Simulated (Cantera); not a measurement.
Feed: 1 mol Si, 1.2 mol HBr, 2.4 mol H₂, equilibrated at 1.00 bar.

Equilibrium computed with Cantera from the NASA thermochemical tables; the gas is ideal and each condensed phase is pure. Candidate condensed phases: Br₂, Si; 19 gas species. The tables' values for SiBr₃, SiBr are old estimates; treat these amounts as uncertain. Rates play no part.

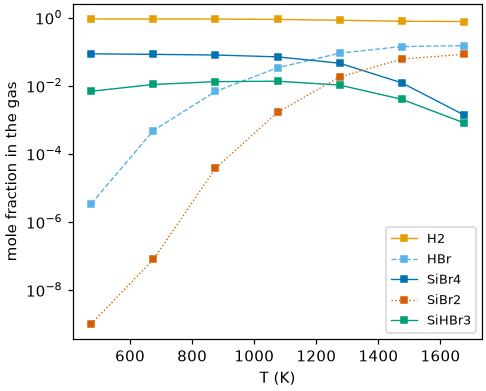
Fig. 1. Equilibrium gas composition (values under 1e-9 drawn at 1e-9)

### Question
Read off the mole fractions at 675 K.

### Answer
H₂ about 0.91, SiBr₄ about 0.083, SiHBr₃ about 0.011, HBr about 0.00048, SiBr₂ about 7.8e-8.
